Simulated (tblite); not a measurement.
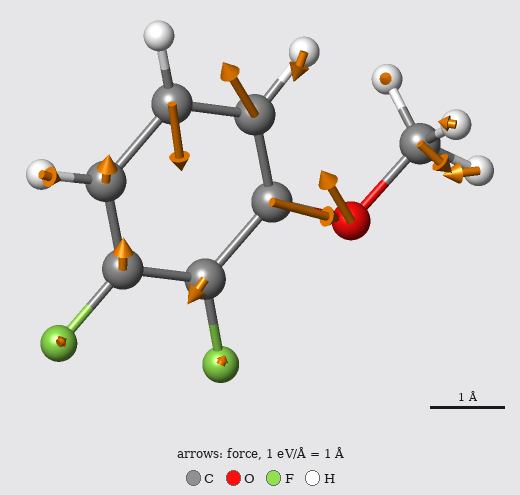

Starting geometry of C7H6F2O with the computed forces as orange arrows. Style: ball-and-stick. Shown at a tilt.

Computed with GFN2-xTB geometry optimisation, gas phase (tblite 0.8.0). 

### What follows when this structure is relaxed?

It isn't relaxed: the largest force vector, on a C atom, is 1.26 eV/Å. The final displacements follow the starting forces only in part (cosine between the two patterns 0.55). Over 20 geometry steps the energy falls by 0.071 eV. An H atom moves most after the best rigid fit: 0.068 Å. By element the largest moves are H 0.068 Å, O 0.037 Å, F 0.021 Å, C 0.018 Å. Some distances before and after: C–O 1.386 → 1.352 Å, C–C 1.405 → 1.385 Å, C–H 1.106 → 1.088 Å, C–H 1.090 → 1.077 Å. Among the angles between lasting bonds that change: H–C–H 106.4° → 109.4°, C–C–H 116.8° → 119.2°, C–C–H 122.5° → 120.1°.
